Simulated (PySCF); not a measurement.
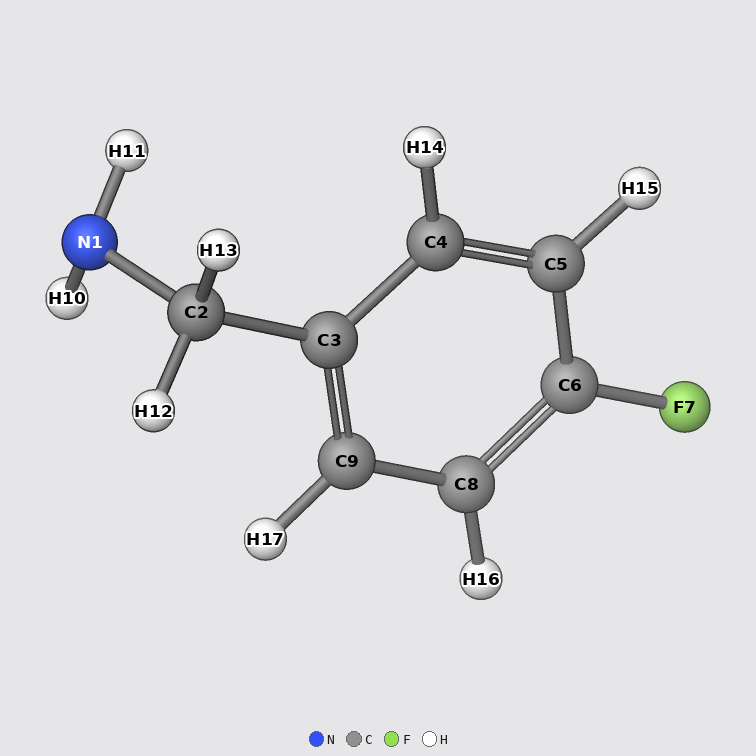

Computed geometry: PBE0-D3(BJ)/def2-SVP optimisation. No frequency run is at hand to confirm it as a minimum. Level of theory: B3LYP/pcJ-1 indirect spin-spin coupling, non-relativistic, gas phase (PySCF 2.14.0). Isotopes: 13C, 19F, 1H, 15N.

Give the spin–spin coupling constants of these pairs, with the number of bonds between them: C6/F7, C5/F7, F7/C8, C4/F7, F7/C9, F7/H16, F7/H15.

| pair | bonds apart | J (Hz) |
| --- | --- | --- |
| C6, F7 | 1 | −314.0 |
| C5, F7 | 2 | 19.1 |
| F7, C8 | 2 | 18.9 |
| C4, F7 | 3 | 5.2 |
| F7, C9 | 3 | 5.1 |
| F7, H16 | 3 | 8.8 |
| F7, H15 | 3 | 8.8 |

Density functionals are unreliable for couplings to fluorine, so those rows may be far off.
